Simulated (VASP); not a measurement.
Band structure of LiF (space group Fm-3m). Level of theory: PBE GGA, VASP's PBE PAW potentials (set 64) (plane waves; VASP).

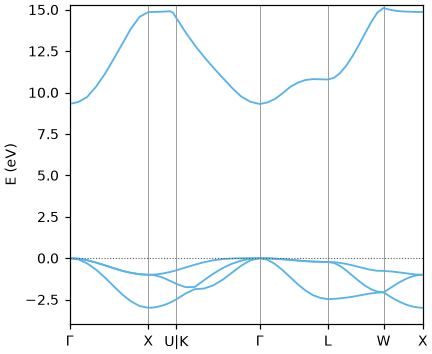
Fig. 1. Bands along high-symmetry lines, zero at the valence-band maximum or, without a gap, the Fermi level

Question: Read the plot: is there a gap, and where are the band edges?

Answer: The gap is indirect, 9.31 eV, from the valence maximum at K-Γ at 0.89 to the conduction minimum at Γ.

The structure is a typed LiF crystal (Fm-3m). The cell was not relaxed at this level.
